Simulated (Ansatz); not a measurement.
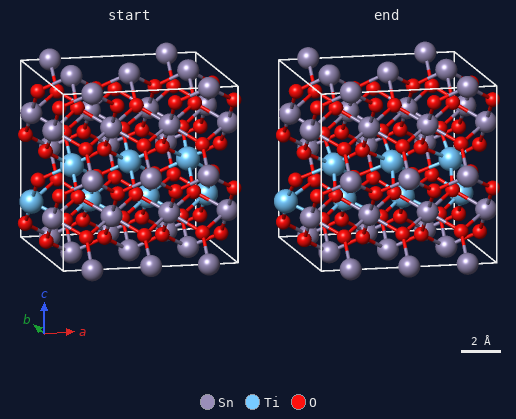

The structure of solid Sn₁₈Ti₆O₄₈ (a generated structure) before (left) and after (right) a relaxation, at one scale.

The picture is a ball-and-stick view of the cell of the calculation, reduced to other axes (origin shifted), seen slightly off an axis. Lengths and directions refer to the drawn axes.

These are results of DFT, PBEsol, PAW, plane waves (Ansatz 0.2.0), not measurements. Settings: plane-wave cutoff 420 eV; k-point mesh 1 × 1 × 1; mesh shifted by (0.25, 0.25, 0.25); no spin polarisation; cell relaxed at fixed alpha, beta, gamma; force threshold 0.03 eV/Å; at most 80 steps.

### Describe what moved and what it gained.

A Ti atom moves most relative to the cell: 0.24 Å roughly along +a. Largest moves by element: Ti 0.24 Å, O 0.12 Å, Sn 0.08 Å. Cell: a 9.431 → 9.471 Å (+0.4 %), b = c 9.449 → 9.464 Å (+0.2 %). Volume +0.7 %. Among the contacts that change: O–Ti 2.003 → 2.242 Å, O–Ti 2.034 → 2.242 Å, O–Ti 2.056 → 1.854 Å, O–Ti 2.023 → 1.843 Å. Among the angles between lasting bonds that change: O–Ti–O 179.6° → 166.8°, O–Ti–O 179.4° → 166.8°, O–Ti–O 177.7° → 166.8°. The space group (tolerance 0.01 Å) goes from P1 (No. 1) to Cm (No. 8). Over 7 accepted moves (9 points after the start) the energy falls by 33.8 meV per atom. Largest force component: 2.4 eV/Å at the start, 0.0022 eV/Å at the end. The pressure goes from 1.42 to 0.00 GPa. The SCF was repeated twice at an unchanged geometry on a basis and grid sized afresh for the cell, which shifted the energy by 0.5 meV per atom at most.
